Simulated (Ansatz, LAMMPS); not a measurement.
# Elastic response of glassy 58SiO2-9Al2O3-5FeO-7MgO-12CaO-7Na2O-2TiO2 (mol %) (127 atoms)

Aim: relax glassy 58SiO2-9Al2O3-5FeO-7MgO-12CaO-7Na2O-2TiO2 (mol %) (127 atoms), then change its volume to read the bulk modulus from the stress.

Program: Ansatz 0.2.0. Level of theory: Kohn-Sham DFT, PBE, PAW (set soft_2), plane waves. Results are calculated unless marked as measured.

## Step 1: Set-up

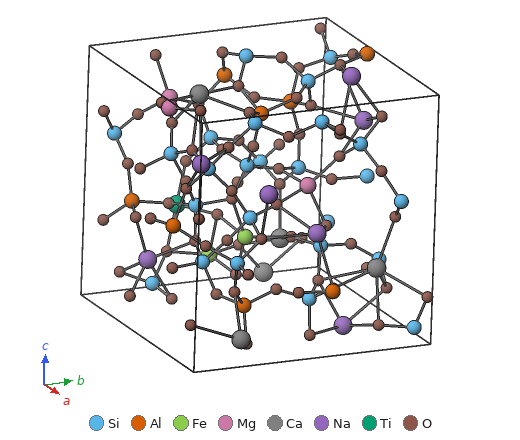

The cell as given, slightly off an axis (silicon blue, aluminium orange, iron green, magnesium pink, calcium grey, sodium purple, titanium teal, oxygen brown). Some periodic images of atoms are drawn too.

The cell holds 127 atoms: 25 Si, 8 Al, 2 Fe, 3 Mg, 5 Ca, 6 Na, 1 Ti and 77 O. Cell: a = 11.802 Å, b = 11.802 Å, c = 11.802 Å, α = 90.0°, β = 90.0°, γ = 90.0°. 127 atoms (25 Si, 8 Al, 2 Fe, 3 Mg, 5 Ca, 6 Na, 1 Ti, 77 O) placed at random at 2.6 g/cm³, melted at 3000 K for 20 ps at fixed volume with the Buckingham and Coulomb pair potential of Guillot and Sator (Geochim. Cosmochim. Acta 71, 1249 (2007)) with the boron terms of Wang et al. (J. Non-Cryst. Solids 498, 294 (2018)). Quenched from 3000 K to 300 K at 200 K/ps and fixed volume, held 10 ps at zero pressure, then minimised at fixed cell.

Limits known from the start: The quench rate of 200 K/ps is many orders above laboratory rates, so the cell is likely richer in defects and strain than a real sample. The network of bonds at the start is that of the classical potential that made the cell, and needn't be the one that DFT or experiment would give. Without a Hubbard term or exact exchange, open shells on Fe are likely too delocalised. Only the Γ point is sampled.

## Step 2: Single point at the start

The forces at the start show how far the geometry lies from a minimum of this functional.

File input.yaml:

```yaml
crystal:
  lattice:
    - [11.8024, 0.0, 0.0]
    - [0.0, 11.8024, 0.0]
    - [0.0, 0.0, 11.8024]
  atoms:
    - { symbol: Si, position: [0.9143, 0.97007, 0.04441] }
    - { symbol: Si, position: [0.73411, 0.35466, 0.87752] }
    - { symbol: Si, position: [0.73808, 0.60712, 0.14603] }
    - { symbol: Si, position: [0.30413, 0.51752, 0.9954] }
    - { symbol: Si, position: [0.9091, 0.8999, 0.55617] }
    - { symbol: Si, position: [0.54753, 0.99023, 0.20192] }
    - { symbol: Si, position: [0.07314, 0.08342, 0.66214] }
    - { symbol: Si, position: [0.3095, 0.75237, 0.5226] }
    - { symbol: Si, position: [0.11467, 0.47175, 0.61324] }
    - { symbol: Si, position: [0.39418, 0.16887, 0.67036] }
    - { symbol: Si, position: [0.17802, 0.21383, 0.07737] }
    - { symbol: Si, position: [0.7382, 0.80251, 0.74435] }
    - { symbol: Si, position: [0.43273, 0.98457, 0.5006] }
    - { symbol: Si, position: [0.55684, 0.73662, 0.28763] }
    - { symbol: Si, position: [0.09077, 0.99058, 0.20924] }
    - { symbol: Si, position: [0.43199, 0.72148, 0.91064] }
    - { symbol: Si, position: [0.53813, 0.24707, 0.27214] }
    - { symbol: Si, position: [0.67452, 0.37619, 0.47659] }
    - { symbol: Si, position: [0.8408, 0.24707, 0.35992] }
    - { symbol: Si, position: [0.65746, 0.20047, 0.68809] }
    - { symbol: Si, position: [0.8366, 0.58848, 0.8876] }
    - { symbol: Si, position: [0.34667, 0.30342, 0.43362] }
    - { symbol: Si, position: [0.37983, 0.49974, 0.58215] }
    - { symbol: Si, position: [0.08084, 0.70196, 0.48022] }
    - { symbol: Si, position: [0.1486, 0.9521, 0.89183] }
    - { symbol: Al, position: [0.71119, 0.03321, 0.49504] }
    - { symbol: Al, position: [0.23399, 0.74671, 0.7644] }
    - { symbol: Al, position: [0.50278, 0.49174, 0.82872] }
    - { symbol: Al, position: [0.9761, 0.58957, 0.25104] }
    - { symbol: Al, position: [0.41354, 0.97649, 0.98582] }
    - { symbol: Al, position: [0.20675, 0.10147, 0.43002] }
    - { symbol: Al, position: [0.09774, 0.52934, 0.8532] }
    [... 89 atom lines left out ...]
    - { symbol: O, position: [0.02708, 0.20249, 0.71086] }
    - { symbol: O, position: [0.63345, 0.69352, 0.17701] }
    - { symbol: O, position: [0.21855, 0.25241, 0.40747] }
    - { symbol: O, position: [0.00503, 0.64571, 0.38106] }
    - { symbol: O, position: [0.63105, 0.76731, 0.66616] }
    - { symbol: O, position: [0.81105, 0.92459, 0.46135] }
magnetization:
  spin_polarized: true
kpoints:
  mp_grid: { grid: [1, 1, 1] }
hamiltonian:
  xc: pbe
scf:
  occupations: { method: gaussian, width: 0.05 }
  lower_state_search: "off"
output:
  forces: true
```

Launch:

```console
> ansatz run input.yaml --threads 8 --pin off --max-ram 15872MiB --backend cpu --events-out ev --progress --plain --runs-dir out
```

Numbers of over 12 decimals in the logs are rounded to 6 here.

The program printed:

```text
[...]
Pseudopotentials: kind: paw
Pseudopotential: Si, paw, valence charge 4, recommended cutoff 420 eV (normal), Si.paw.azcp
Pseudopotential: Al, paw, valence charge 3, recommended cutoff 420 eV (normal), Al.paw.azcp
Pseudopotential: Fe, paw, valence charge 16, recommended cutoff 420 eV (normal), Fe.paw.azcp
Pseudopotential: Mg, paw, valence charge 10, recommended cutoff 420 eV (normal), Mg.paw.azcp
Pseudopotential: Ca, paw, valence charge 10, recommended cutoff 420 eV (normal), Ca.paw.azcp
Pseudopotential: Na, paw, valence charge 9, recommended cutoff 420 eV (normal), Na.paw.azcp
Pseudopotential: Ti, paw, valence charge 12, recommended cutoff 420 eV (normal), Ti.paw.azcp
Pseudopotential: O, paw, valence charge 6, recommended cutoff 420 eV (normal), O.paw.azcp
[... 5 lines on functional and potentials left out ...]
Crystal: 127 atoms, lattice volume = 1644.035 Å³
Basis set: ecut = 420 eV, 31967 PW (Γ), exchange–correlation on 160×160×160 points (8 copies of the dense FFT grid, shifted against one another)
Bands: 513, of which v1, the nominal top of the filled ones, is band 382 counted from 1 (381 counted from 0)
Symmetry: 1 space group operations
Space group: P1 (ITA 1), of the structure as read, at distance tolerance 1.2e-4 Å
Magnetic group: BNS 1.1 (UNI 1), of the structure as read, at distance tolerance 1.2e-4 Å
k-points: 1
[... 17 lines on functional and potentials left out ...]
Initial density: superposition of atomic densities (chi_scale 0.1, normalization cell, long waves 31 % of neutral atoms (reshape's long-wave potential 1.31 eV rms, cloud 2.42 Å wide))
Starting moments: Σ|m| = 8 μB on 2 of 127 sites
Starting magnetic order: compensated ferrimagnet; no operation exchanges its spin sublattices
Initial wavefunctions: pseudopotential atomic-orbital guess
[...]
SCF iter   1: F=—  HF=-99378.307713 eV  |F-HF|=—  |Δ(HF+E_count)|=         —  Δρ=1.03e-1 (↑1.02e-1 ↓1.03e-1)  dr2=8.41e2  dr2_m=3.83e1  M=-0.032 μB ∫|m|=0.512 μB  β_m=0.30  ethr=3.10e-3  ⟨swp⟩=7.0  Hψ=4685  notcnv=0  defer=188
preconditioner: auto → Kerker (q_TF=auto, 2.401 Å⁻¹)  [metal: Δε(μ)=0.045 eV  Ē_g=14.228 eV  σ=0.050 eV  W_gap=0.48  n_scr=388 (ndim 8)  ℏωp=22.9 eV  f_vac=0.024  D(μ)=38.21/eV (n_scr^D=250)]
spin=Collinear: Kerker preconditioning applied to the charge; magnetization (m = ρ↑ − ρ↓) channel mixes plain (no charge-response kernel on spin).
SCF iter   2: F=—  HF=-99312.670231 eV  |F-HF|=—  |Δ(HF+E_count)|=    6.56e1  Δρ=7.62e-2 (↑5.59e-2 ↓7.62e-2)  dr2=3.76e2  dr2_m=3.34e0  M=1.175 μB ∫|m|=7.946 μB  β_m=0.30  ethr=3.10e-3  ⟨swp⟩=6.0  Hψ=2771  notcnv=0  defer=238
SCF iter   3: F=—  HF=-99294.119665 eV  |F-HF|=—  |Δ(HF+E_count)|=    1.86e1  Δρ=7.62e-2 (↑7.62e-2 ↓3.31e-2)  dr2=2.59e2  dr2_m=1.49e1  M=4.773 μB ∫|m|=5.349 μB  β_m=0.30  ethr=3.10e-3  ⟨swp⟩=3.5  Hψ=2145  notcnv=0  defer=250
[...]
SCF iter  12: F=—  HF=-99265.326492 eV  |F-HF|=—  |Δ(HF+E_count)|=   8.47e-2  Δρ=3.98e-3 (↑3.98e-3 ↓2.63e-3)  dr2=8.88e-1  dr2_m=7.90e-2  M=0.000 μB ∫|m|=7.981 μB  β_m=0.30  ethr=1.58e-4  ⟨swp⟩=2.0  Hψ=1203  notcnv=0  defer=246
Mixer restart at iter 12: flushing history
spin-set hold released at iteration 12 (the charge has settled, or the pull on large starting moments outlasts its swing): the magnetisation degrees of freedom join the quasi-Newton model from the next iteration; the mixer history was flushed
SCF iter  13: F=—  HF=-99265.331251 eV  |F-HF|=—  |Δ(HF+E_count)|=   4.76e-3  Δρ=7.73e-3 (↑7.15e-3 ↓7.73e-3)  dr2=2.68e0  dr2_m=3.83e-1  M=0.919 μB ∫|m|=7.920 μB  β_m=0.15  ethr=1.16e-4  ⟨swp⟩=2.5  Hψ=1554  notcnv=0  defer=246  recentre
SCF iter  14: F=—  HF=-99265.327895 eV  |F-HF|=—  |Δ(HF+E_count)|=   3.36e-3  Δρ=3.64e-3 (↑3.64e-3 ↓2.36e-3)  dr2=8.11e-1  dr2_m=6.47e-2  M=0.000 μB ∫|m|=7.987 μB  β_m=0.03  ethr=1.16e-4  ⟨swp⟩=2.0  Hψ=1219  notcnv=0  defer=246
SCF iter  15: F=—  HF=-99265.319170 eV  |F-HF|=—  |Δ(HF+E_count)|=   8.72e-3  Δρ=3.11e-3 (↑3.11e-3 ↓2.03e-3)  dr2=6.97e-1  dr2_m=5.06e-2  M=0.001 μB ∫|m|=7.992 μB  β_m=0.05  ethr=1.06e-4  ⟨swp⟩=2.0  Hψ=794  notcnv=0  defer=246
SCF iter  16: F=—  HF=-99265.313564 eV  |F-HF|=—  |Δ(HF+E_count)|=   5.61e-3  Δρ=2.02e-3 (↑2.02e-3 ↓1.32e-3)  dr2=5.17e-1  dr2_m=2.11e-2  M=0.023 μB ∫|m|=7.999 μB  β_m=0.17  ethr=9.12e-5  ⟨swp⟩=2.5  Hψ=795  notcnv=0  defer=246
preconditioner: auto → Resta (q_TF=auto, 2.401 Å⁻¹)  ε∞=3.3  [insulator: Δε(μ)=0.161 eV  Ē_g=16.011 eV  σ=0.050 eV  W_gap=0.98  n_scr=388 (ndim 8)  ℏωp=24.1 eV  f_vac=0.117  D(μ)=1.70/eV (n_scr^D=0)  ε∞_Penn≈3.3]
spin=Collinear: Resta preconditioning applied to the charge; magnetization (m = ρ↑ − ρ↓) channel mixes plain (no charge-response kernel on spin).
SCF iter  17: F=—  HF=-99265.266353 eV  |F-HF|=—  |Δ(HF+E_count)|=   4.72e-2  Δρ=1.23e-3 (↑1.06e-3 ↓1.23e-3)  dr2=2.85e-1  dr2_m=8.47e-3  M=0.050 μB ∫|m|=7.999 μB  β_m=0.44  ethr=6.77e-5  ⟨swp⟩=2.5  Hψ=999  notcnv=0  defer=246
SCF iter  18: F=—  HF=-99265.200219 eV  |F-HF|=—  |Δ(HF+E_count)|=   6.61e-2  Δρ=9.22e-4 (↑9.22e-4 ↓7.30e-4)  dr2=8.30e-2  dr2_m=1.44e-3  M=0.095 μB ∫|m|=8.034 μB  β_m=0.43  ethr=3.73e-5  ⟨swp⟩=2.5  Hψ=1212  notcnv=0  defer=246
[...]
SCF iter  32: F=—  HF=-99265.184755 eV  |F-HF|=—  |Δ(HF+E_count)|=   2.57e-7  Δρ=6.40e-6 (↑5.89e-6 ↓6.40e-6)  dr2=1.46e-6  dr2_m=2.81e-7  M=0.165 μB ∫|m|=7.987 μB  β_m=0.51  ethr=4.74e-10  ⟨swp⟩=2.0  Hψ=1532  notcnv=0  defer=246
SCF iter  33: F=-99265.184755 eV  HF=-99265.184755 eV  |F-HF|=2.92e-8  |Δ(HF+E_count)|=   4.33e-8  Δρ=1.71e-6 (↑1.44e-6 ↓1.71e-6)  dr2=8.17e-8  dr2_m=1.48e-8  M=0.164 μB ∫|m|=7.988 μB  ethr=1.31e-11  ⟨swp⟩=2.0  Hψ=2581  notcnv=0
SCF 1 converged in 33 iterations: F = -99265.184755 eV  dr2 = 8.17e-8
[...]
SCF converged after 33 iterations
Magnetization: 0.1644 μB (382.0822 up, 381.9178 down)
Absolute magnetization: 7.9960 μB (∫|ρ↑−ρ↓|, with the PAW one-centre terms)
Spin contamination: 3.9554 ħ² per cell (⟨S²⟩ above its minimum at these occupations)
Per-site moments (μB) at R_I (Å): [(1.4562489682382588e-6, 0.662915), (-3.927512672930882e-7, 0.669079), (2.0912933575051892e-6, 0.666033), (-0.00267165, 0.665427), (1.567636609036385e-6, 0.670765), [...]
Free energy (F): -99265.184755 eV
Harris-Foulkes:  -99265.184755 eV  (|F-HF|=2.92e-8)
Internal energy: -99265.174027 eV  (E = F + TS)
E sigma→0 (E₀):  -99265.179391 eV
Entropy (-TS):   -0.010728 eV (-0.084 meV/atom)
Fermi energy:    6.464848 eV
--- Per-component energies (eV) ---
[...]
Σ components = -99265.184755   (vs F -99265.184755, Δ=0.00e0)
--- Forces (eV/Å), atoms counted from 1 ---
  atom   1  Si     0.10063060    -0.86330167    -0.92355704
  atom   2  Si    -1.51691334     1.51614199     0.71079360
  atom   3  Si     0.02883436    -2.31274993     0.78851678
  atom   4  Si     1.25975486     0.49719246    -0.94917385
[...]
atom 127  O      0.23227482    -0.41057609    -0.59639929
  max |Σ_I F_I| component: 1.60e-4 eV/Å
```

Elapsed: 79 s, on 8 threads of Arm Neoverse V1, shared host; peak memory 4.3 GiB; 10 min of CPU time.

The r.m.s. force at the start is 0.70 eV/Å.

(Continued in part 2 of 4.)

[Logs are printed without paths, hosts, clocks, repeated set-up lines and the standing remarks that a program may print on its own settings, such as how far it seeks lower states.]

[Hosts, paths, dates, database ids (printed as entryN), source tags and the programs' standing remarks are cut or masked in the printed files.]
